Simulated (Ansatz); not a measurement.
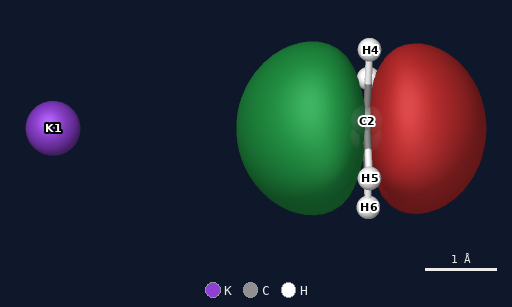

The picture shows: K···C₂H₄ (SMILES [K+].C=C) (charge +1). The HOMO at ±0.1 Å⁻³ᐟ² (green and red are the two phases), seen from one side.

Geometry: rigid move from PBE0-D4/def2-TZVP.

Computed with Ansatz 0.2.0, RKS PBE0-D4/def2-TZVPPD.

```xyz
7

K    -0.0765   -0.0704   -3.0506
C     0.6542   -0.2089    1.3763
C    -0.5847    0.2728    1.3913
H     0.8507   -1.2751    1.4336
H     1.5194    0.4471    1.3761
H    -0.7797    1.3408    1.4038
H    -1.4482   -0.3817    1.4620
```

Question: What is the character of this orbital?

Answer: By Hirshfeld shares it lies mainly on C2 (about 45 %) and C3 (about 45 %); π-bonding across C2–C3. Its energy is −11.20 eV.
